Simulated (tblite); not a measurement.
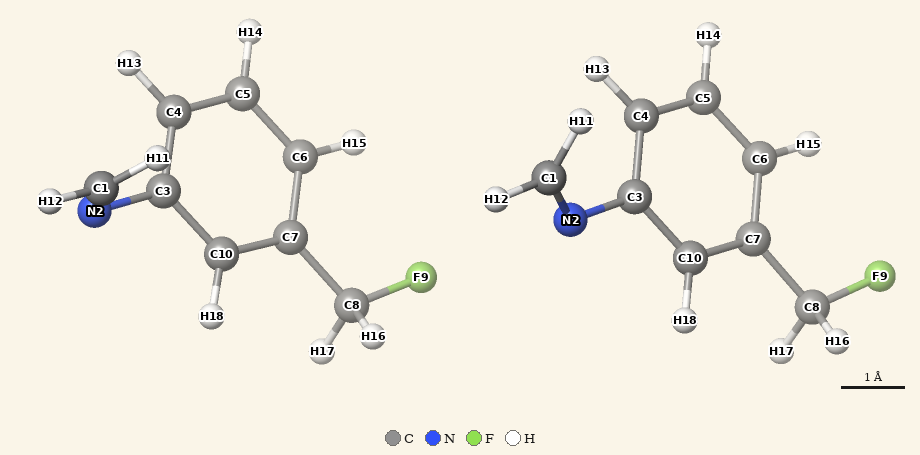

Two geometries of C8H8FN, drawn at one scale. One is the start of a relaxation, the other its converged end. The picture is a ball-and-stick view, seen from a free direction.

Level of theory: GFN2-xTB geometry optimisation, gas phase (tblite 0.8.0). 

> Which one is relaxed?

The right one is the relaxed one. The largest move after the best rigid fit is that of H11, 0.84 Å. Largest moves by element: H 0.84 Å, N 0.35 Å, C 0.26 Å, F 0.18 Å. Among the contacts that change: C1–N2 1.297 → 1.254 Å, C4–C5 1.408 → 1.381 Å, N2–C3 1.405 → 1.384 Å, C3–C4 1.378 → 1.396 Å. Among the angles between lasting bonds that change: C1–N2–C3 115.3° → 123.6°, C5–C4–H13 118.3° → 120.7°. Groups turn about N2–C3 by about 35°. Over 80 geometry steps the energy falls by 21.2 kJ/mol. Cost: 0.43 s on 1 thread of Arm Neoverse V2, with other jobs on the host.
